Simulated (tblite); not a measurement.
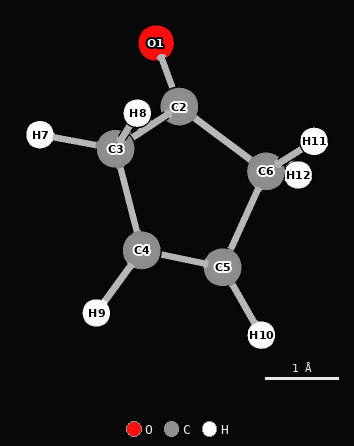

The starting structure (ball-and-stick view, seen at a tilt; atoms are numbered from 1 in the order of the input). Bond lengths as drawn: C–C 1.33 to 1.58 Å, C–H 1.09 to 1.15 Å and C–O 1.18 Å.

Geometry relaxation, with input and output: C5H6O

- system: C5H6O (3-cyclopenten-1-one)
- method: GFN2-xTB geometry optimisation, gas phase (tblite 0.8.0)

Log:
```
step      E/eV     max force
  0    -483.90189    3.254
  1    -484.06859    2.232
  2    -484.12338    1.060
  3    -484.14984    0.443
  4    -484.16751    0.362
  5    -484.17748    0.321
  6    -484.18406    0.224
  7    -484.19188    0.218
  8    -484.19681    0.197
  9    -484.20002    0.150
 10    -484.20303    0.173
 11    -484.20743    0.237
 12    -484.21328    0.317
 13    -484.22062    0.332
 14    -484.22935    0.277
 15    -484.23988    0.266
 16    -484.25251    0.273
 17    -484.26355    0.217
 18    -484.26987    0.234
 19    -484.27588    0.224
 20    -484.28095    0.540
 21    -484.28710    0.252
 22    -484.29226    0.259
 23    -484.29744    0.297
 24    -484.30263    0.278
 25    -484.30863    0.207
 26    -484.31300    0.145
 27    -484.31553    0.110
 28    -484.31725    0.264
 29    -484.31856    0.117
 30    -484.32006    0.093
 31    -484.32155    0.086
 32    -484.32226    0.091
 33    -484.32352    0.071
 34    -484.32411    0.057
 35    -484.32447    0.043
 36    -484.32472    0.046
 37    -484.32499    0.046
 38    -484.32522    0.050
 39    -484.32544    0.046
 40    -484.32569    0.034
 41    -484.32592    0.033
 42    -484.32606    0.022
 43    -484.32612    0.019
 44    -484.32616    0.015
 45    -484.32620    0.019
 46    -484.32624    0.016
 47    -484.32626    0.013
 48    -484.32627    0.010
 49    -484.32628    0.007
 50    -484.32628    0.004
```

Trajectory as extended XYZ (Å, eV, eV/Å), 12 frames, from step=0 to step=50:
```
12
Properties=species:S:1:pos:R:3:forces:R:3 step=0 energy=-483.90189
O    -1.0289    2.1132   -0.0210   -0.8280   1.2100  -0.0170
C    -0.5119    1.0680   -0.1850    2.1690  -1.2250   0.1080
C     0.9967    0.7388    0.1538   -0.9450   1.4270  -0.0610
C     0.8761   -0.6398    0.6016    1.1000  -2.6430   1.5460
C    -0.2557   -1.2255    0.2337   -0.4690  -0.1160  -0.7150
C    -1.0609   -0.2562   -0.6208   -0.6180  -0.2660   0.4600
H     1.3184    1.4277    0.9396    0.3130  -0.0400  -0.2300
H     1.5878    0.8600   -0.7624    0.0050   0.0440   0.2750
H     1.6481   -1.1913    1.2580   -1.1200   1.1370  -1.1210
H    -0.6336   -2.2472    0.4038    0.4930   0.8300   0.0030
H    -0.7870   -0.3382   -1.6858   -0.4660  -0.2350   0.2620
H    -2.1444   -0.3123   -0.4196    0.3640  -0.1250  -0.5080
12
Properties=species:S:1:pos:R:3:forces:R:3 step=4 energy=-484.16751
O    -1.0341    2.1124   -0.0370    0.1300  -0.0350  -0.1750
C    -0.4656    1.0656   -0.1720   -0.1520   0.0480   0.0400
C     0.9747    0.7459    0.1713    0.1260   0.2930   0.1290
C     0.8762   -0.6800    0.6152   -0.0670  -0.2730   0.0730
C    -0.2610   -1.2306    0.2047    0.2850   0.2210  -0.0300
C    -1.0614   -0.2570   -0.6016   -0.2530   0.0100  -0.0150
H     1.3407    1.4325    0.9325    0.2030  -0.0230   0.0270
H     1.5832    0.8614   -0.7377   -0.0410  -0.0300   0.2110
H     1.6261   -1.1590    1.2284   -0.0540   0.1200  -0.1480
H    -0.6137   -2.2201    0.4042    0.0120  -0.2130   0.0090
H    -0.8214   -0.3550   -1.6668   -0.2440  -0.1200  -0.0050
H    -2.1390   -0.3188   -0.4455    0.0560   0.0050  -0.1170
12
Properties=species:S:1:pos:R:3:forces:R:3 step=9 energy=-484.20002
O    -1.0218    2.1287   -0.0817   -0.0450   0.0390  -0.1240
C    -0.4705    1.0698   -0.1680    0.0900   0.0040  -0.0820
C     0.9716    0.7615    0.2045    0.0060  -0.0980   0.0090
C     0.8735   -0.6776    0.6193   -0.0720   0.0010   0.0200
C    -0.2533   -1.2338    0.1937   -0.0140   0.0450   0.0290
C    -1.0753   -0.2587   -0.5991    0.0400   0.0260   0.0380
H     1.3890    1.4359    0.9540   -0.1210  -0.0740   0.0210
H     1.5827    0.8591   -0.6999   -0.0080   0.0350   0.0130
H     1.6366   -1.1496    1.2104    0.0330  -0.0400  -0.0040
H    -0.5932   -2.2364    0.3935    0.0870   0.0270  -0.0960
H    -0.8811   -0.3823   -1.6714   -0.0160   0.0200   0.0290
H    -2.1534   -0.3194   -0.4593    0.0190   0.0140   0.1480
12
Properties=species:S:1:pos:R:3:forces:R:3 step=13 energy=-484.22062
O    -1.0128    2.1501   -0.1729    0.2430  -0.1940  -0.1170
C    -0.4616    1.0836   -0.1960   -0.1600  -0.0160   0.0850
C     0.9648    0.7573    0.2266    0.0020   0.1670  -0.0390
C     0.8668   -0.6776    0.6379    0.1800  -0.0540  -0.0800
C    -0.2548   -1.2274    0.1995    0.0610  -0.0820  -0.1630
C    -1.0812   -0.2538   -0.5884   -0.0810   0.0130   0.0530
H     1.3784    1.4126    0.9917   -0.1360   0.0810   0.0260
H     1.5871    0.8689   -0.6704    0.0410  -0.0200   0.0680
H     1.6561   -1.1628    1.1960   -0.1930   0.0750  -0.0630
H    -0.5482   -2.2504    0.3438   -0.0920  -0.0440  -0.0050
H    -0.9321   -0.3944   -1.6699   -0.0150   0.0090   0.1760
H    -2.1577   -0.3089   -0.4020    0.1500   0.0630   0.0600
12
Properties=species:S:1:pos:R:3:forces:R:3 step=18 energy=-484.26987
O    -0.9178    2.1694   -0.4522   -0.0120   0.0600   0.0550
C    -0.4472    1.0860   -0.2461    0.1850  -0.1190  -0.0790
C     0.9423    0.7727    0.2793    0.0790  -0.1080   0.0320
C     0.8763   -0.6814    0.6178    0.0020  -0.0710  -0.0080
C    -0.2244   -1.2480    0.1547   -0.0350   0.0240   0.0180
C    -1.1022   -0.2523   -0.5301   -0.0350  -0.0100  -0.0500
H     1.2824    1.4012    1.1004   -0.0890   0.1170  -0.0600
H     1.6254    0.9018   -0.5680    0.0900   0.1760   0.0900
H     1.6594   -1.1817    1.1523    0.1540  -0.0210   0.0400
H    -0.4709   -2.2923    0.2105   -0.0990  -0.0090   0.0690
H    -1.0765   -0.4172   -1.6084   -0.1340   0.0390  -0.1400
H    -2.1421   -0.2608   -0.2144   -0.1080  -0.0790   0.0330
12
Properties=species:S:1:pos:R:3:forces:R:3 step=22 energy=-484.29226
O    -0.8795    2.1641   -0.5010    0.1080  -0.2210   0.0810
C    -0.4261    1.0735   -0.2688   -0.1430   0.1580  -0.0770
C     0.9502    0.7650    0.2896   -0.0320   0.0520  -0.0930
C     0.8873   -0.6966    0.6061    0.0090   0.0260   0.0770
C    -0.2201   -1.2565    0.1422   -0.0100   0.0250   0.0280
C    -1.1134   -0.2576   -0.5261    0.0120   0.0220  -0.0500
H     1.2328    1.4251    1.1130   -0.0670  -0.1320  -0.0120
H     1.6590    0.9436   -0.5270    0.0920   0.0410   0.0740
H     1.6791   -1.1881    1.1473   -0.0300  -0.0100  -0.0890
H    -0.4823   -2.3005    0.1983   -0.0030   0.0800   0.0590
H    -1.1335   -0.4121   -1.6116   -0.1200  -0.0170   0.0650
H    -2.1487   -0.2627   -0.1662    0.1840  -0.0250  -0.0610
12
Properties=species:S:1:pos:R:3:forces:R:3 step=27 energy=-484.31553
O    -0.7816    2.1466   -0.6952   -0.0780  -0.0460   0.0190
C    -0.3941    1.0644   -0.3456    0.0530  -0.0180  -0.0510
C     0.9439    0.7710    0.3057    0.0470   0.0090   0.0480
C     0.8980   -0.6976    0.5870    0.0400  -0.0390  -0.0950
C    -0.2007   -1.2600    0.1087   -0.0400   0.0420  -0.0440
C    -1.1241   -0.2576   -0.5062   -0.0530   0.0510  -0.0470
H     1.0882    1.3972    1.1881   -0.0090  -0.0540   0.0530
H     1.7510    1.0258   -0.3903   -0.0400  -0.0200   0.0370
H     1.7004   -1.2111    1.0886    0.0130   0.0480  -0.0180
H    -0.4536   -2.3058    0.1358    0.0080   0.0150   0.0800
H    -1.3231   -0.4315   -1.5666    0.0530  -0.0720  -0.0190
H    -2.0995   -0.2441   -0.0143    0.0070   0.0850   0.0370
12
Properties=species:S:1:pos:R:3:forces:R:3 step=31 energy=-484.32155
O    -0.7781    2.1375   -0.7231   -0.0070   0.0720  -0.0130
C    -0.3849    1.0615   -0.3643   -0.0110  -0.0160   0.0240
C     0.9452    0.7720    0.3100   -0.0400  -0.0130  -0.0290
C     0.9036   -0.6998    0.5683   -0.0210   0.0270  -0.0070
C    -0.2019   -1.2552    0.0987    0.0400  -0.0560   0.0330
C    -1.1281   -0.2534   -0.5100    0.0520  -0.0640   0.0190
H     1.0605    1.3776    1.2113   -0.0040  -0.0310   0.0080
H     1.7648    1.0383   -0.3621    0.0130   0.0510   0.0060
H     1.7057   -1.2085    1.0729    0.0290  -0.0090  -0.0260
H    -0.4491   -2.3008    0.1421   -0.0370  -0.0250   0.0200
H    -1.3468   -0.4481   -1.5622    0.0060  -0.0150  -0.0080
H    -2.0861   -0.2237    0.0143   -0.0200   0.0790  -0.0260
12
Properties=species:S:1:pos:R:3:forces:R:3 step=36 energy=-484.32472
O    -0.7807    2.1379   -0.7234    0.0180  -0.0310  -0.0050
C    -0.3833    1.0600   -0.3714    0.0000   0.0080  -0.0120
C     0.9442    0.7710    0.3048    0.0210   0.0060   0.0090
C     0.9079   -0.7013    0.5583    0.0140  -0.0270   0.0010
C    -0.2012   -1.2607    0.1022   -0.0380   0.0190   0.0140
C    -1.1241   -0.2580   -0.5129   -0.0270   0.0360   0.0100
H     1.0456    1.3597    1.2194   -0.0120   0.0000   0.0010
H     1.7724    1.0583   -0.3488   -0.0180   0.0150   0.0000
H     1.7161   -1.2065    1.0578    0.0130  -0.0080  -0.0220
H    -0.4610   -2.3034    0.1613    0.0100   0.0070  -0.0020
H    -1.3494   -0.4610   -1.5632    0.0250  -0.0060   0.0310
H    -2.0818   -0.1987    0.0117   -0.0050  -0.0190  -0.0250
12
Properties=species:S:1:pos:R:3:forces:R:3 step=40 energy=-484.32569
O    -0.7717    2.1355   -0.7394    0.0250  -0.0090  -0.0100
C    -0.3789    1.0595   -0.3769   -0.0220   0.0010   0.0220
C     0.9458    0.7706    0.3059   -0.0310  -0.0110  -0.0050
C     0.9111   -0.7046    0.5523    0.0030   0.0270  -0.0040
C    -0.2052   -1.2596    0.1073    0.0260   0.0100   0.0100
C    -1.1264   -0.2546   -0.5065    0.0020  -0.0340   0.0000
H     1.0289    1.3528    1.2268    0.0120  -0.0010   0.0010
H     1.7749    1.0730   -0.3385    0.0050  -0.0090   0.0140
H     1.7237   -1.2113    1.0431    0.0030  -0.0090  -0.0220
H    -0.4614   -2.3040    0.1612   -0.0050   0.0290   0.0070
H    -1.3517   -0.4673   -1.5535    0.0120   0.0050  -0.0270
H    -2.0843   -0.1928    0.0143   -0.0300   0.0020   0.0150
12
Properties=species:S:1:pos:R:3:forces:R:3 step=45 energy=-484.32620
O    -0.7658    2.1340   -0.7475   -0.0100   0.0040  -0.0060
C    -0.3803    1.0588   -0.3757    0.0000  -0.0050  -0.0070
C     0.9438    0.7711    0.3078    0.0070   0.0030   0.0050
C     0.9128   -0.7034    0.5501   -0.0040  -0.0120   0.0010
C    -0.2053   -1.2581    0.1103   -0.0140  -0.0010  -0.0020
C    -1.1292   -0.2555   -0.5034   -0.0030   0.0090  -0.0020
H     1.0268    1.3502    1.2305   -0.0010   0.0020   0.0060
H     1.7745    1.0770   -0.3329   -0.0010  -0.0030   0.0000
H     1.7285   -1.2140    1.0315    0.0060   0.0020  -0.0060
H    -0.4624   -2.3016    0.1640    0.0000   0.0010   0.0100
H    -1.3483   -0.4696   -1.5525    0.0050   0.0110   0.0050
H    -2.0903   -0.1916    0.0136    0.0140  -0.0120  -0.0030
12
Properties=species:S:1:pos:R:3:forces:R:3 step=50 energy=-484.32628
O    -0.7672    2.1340   -0.7470    0.0000   0.0010  -0.0010
C    -0.3806    1.0591   -0.3753    0.0010   0.0020   0.0020
C     0.9439    0.7711    0.3080   -0.0010  -0.0010  -0.0010
C     0.9126   -0.7039    0.5497    0.0020   0.0020  -0.0020
C    -0.2065   -1.2579    0.1114    0.0040   0.0000   0.0000
C    -1.1289   -0.2552   -0.5036    0.0010  -0.0010   0.0020
H     1.0270    1.3498    1.2312    0.0000  -0.0030  -0.0010
H     1.7743    1.0769   -0.3330    0.0010   0.0000   0.0000
H     1.7303   -1.2143    1.0279   -0.0010   0.0000   0.0020
H    -0.4647   -2.3009    0.1688   -0.0010  -0.0010   0.0010
H    -1.3447   -0.4675   -1.5535   -0.0010   0.0010  -0.0020
H    -2.0907   -0.1939    0.0113   -0.0040  -0.0010   0.0000
```

This output came from the following input.

Input:
```
{"job": {"xc": "GFN2-xTB", "basis": "xTB", "kind": "relax"}, "charge": 0, "multiplicity": 1}
O     -1.028900     2.113200    -0.021000
C     -0.511900     1.068000    -0.185000
C      0.996700     0.738800     0.153800
C      0.876100    -0.639800     0.601600
C     -0.255700    -1.225500     0.233700
C     -1.060900    -0.256200    -0.620800
H      1.318400     1.427700     0.939600
H      1.587800     0.860000    -0.762400
H      1.648100    -1.191300     1.258000
H     -0.633600    -2.247200     0.403800
H     -0.787000    -0.338200    -1.685800
H     -2.144400    -0.312300    -0.419600
```

The first line tells a small driver script what to run in tblite; the rest is the geometry in Å.

Launch command:
```bash
OMP_NUM_THREADS=1 python <driver script> task.json out
```

Results in brief:

```tsv
quantity	value
outcome	converged
total energy	−484.3263 eV
hardware	1 CPU thread, shared host
peak memory	0.18 GiB
```
